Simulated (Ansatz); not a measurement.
Band structure of CuCl (F-43m, 2 atoms in the cell).

```yaml
crystal:
  lattice:
    - [0.00000, 2.70500, 2.70500]
    - [2.70500, 0.00000, 2.70500]
    - [2.70500, 2.70500, 0.00000]
  atoms:
    - { symbol: Cu, position: [0.00000, 0.00000, 0.00000] }
    - { symbol: Cl, position: [0.25000, 0.25000, 0.25000] }
```

Computed with PBE (plane waves, PAW; Ansatz, an electronic-structure program).

Settings: kpoints.mp_grid.grid = 9 9 9; hamiltonian.xc = pbe; hamiltonian.pseudopotentials = {kind: paw} (the program's default PAW files); scf.occupations.method = fermi_dirac; scf.occupations.width = 0.05 eV; kpoints.band_path.npoints = 8.

The starting cell has typed, rounded lattice constants, without a prior relaxation at this level.

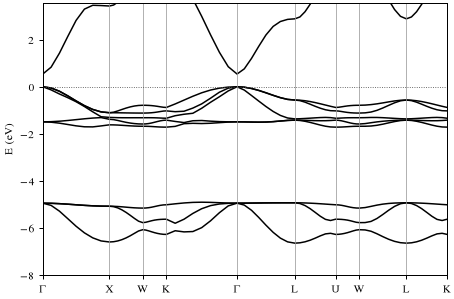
Figure. Bands along the path, energies from the top of the valence band on the path.

**Question.** Read off roughly the gap and where its edges lie.

**Answer.** The gap along the path is about 0.5 eV (computed: 0.54 eV), direct at Γ to within 0.01 eV.

Levels in eV from the top of the valence band on the path, bands 10 to 16:
```
point     10     11     12     13    14    15    16
-----  -----  -----  -----  -----  ----  ----  ----
Γ      -1.49   0.00   0.00   0.00  0.54  6.65  6.65
X      -1.38  -1.30  -1.10  -1.10  3.43  4.44  8.76
W      -1.58  -1.31  -1.12  -0.79  5.04  5.20  7.39
K      -1.42  -1.34  -1.02  -0.88  4.20  5.10  8.04
L      -1.42  -1.36  -0.56  -0.56  2.88  6.80  7.08
U      -1.42  -1.34  -1.02  -0.88  4.20  5.10  8.04
```

Keys are those of Ansatz 0.2.
